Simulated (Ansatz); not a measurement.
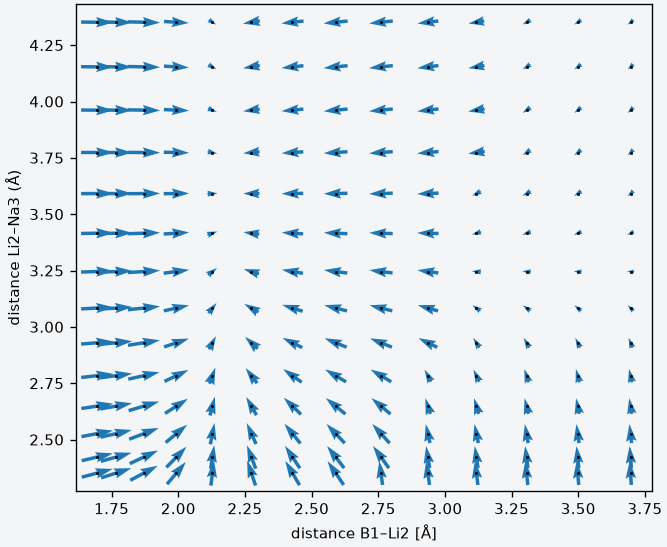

The system B + LiNa, spin multiplicity 2. Coordinates scanned: (1) distance B1–Li2; (2) distance Li2–Na3. Nothing is relaxed (the angle B1–Li2–Na3 is fixed at 160 degrees). Grid: 14 × 14 points. In part of the range the unrestricted reference is strongly spin-contaminated. Method: Ansatz, UHF/def2-TZVPD.

In the figure: dots at the grid points, arrows along the force (downhill), their lengths compressed.

### The arrows alone are given. Where is the energy lowest?

The arrows converge at about distance B1–Li2 = 2.162 Å, distance Li2–Na3 = 3.607 Å (read from the interpolated surface).

The energy map of the same scan:

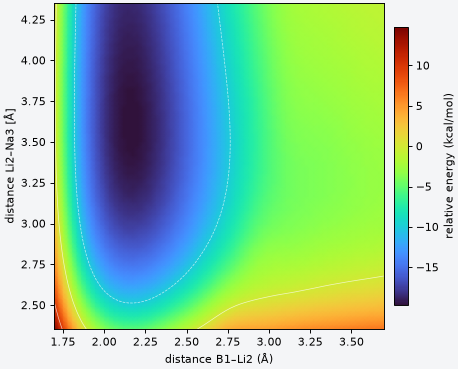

Energies are in kcal/mol, from B far from the relaxed LiNa (each part in its own basis); between grid points the surface is interpolated.
